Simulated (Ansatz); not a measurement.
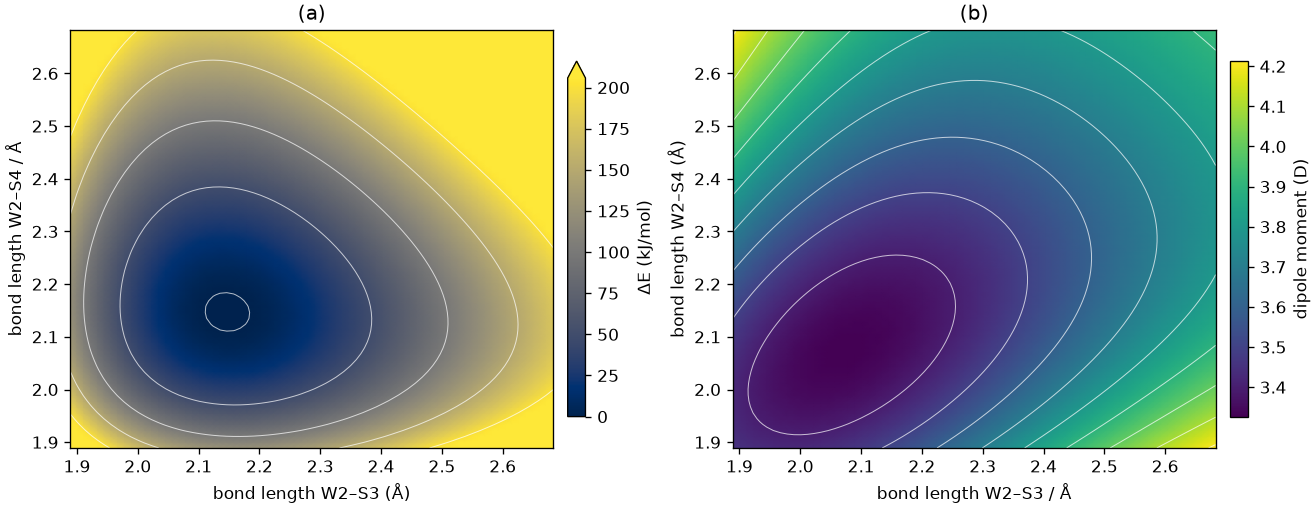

S3W, SMILES [S]=[W](=[S])=[S]. First axis: bond length W2–S3. Second axis: bond length W2–S4. Nothing is relaxed (all other coordinates rigid). The grid has 15 × 15 points; 120 points were computed and 105 follow by symmetry. Points are written as (first, second). Energies are in kJ/mol, from the lowest grid point. The calculation used RKS PBE-D4/def2-TZVP in Ansatz 0.2.0.

Panel (a) is the energy and panel (b) the computed dipole moment on the same grid.

The picture shows a smooth colour map with a few white contour lines, one colour for all values above the top of the scale. Between grid points the surface is interpolated.

Q: How does the dipole moment vary over the map, and what is it at the lowest grid point?

A: Leaving out the highest fifth of the energies, it runs from 3.33 D at (2.059 Å, 2.059 Å) to 4.01 D at (2.002 Å, 2.683 Å). At the lowest grid point, (2.172 Å, 2.172 Å), it is 3.36 D.
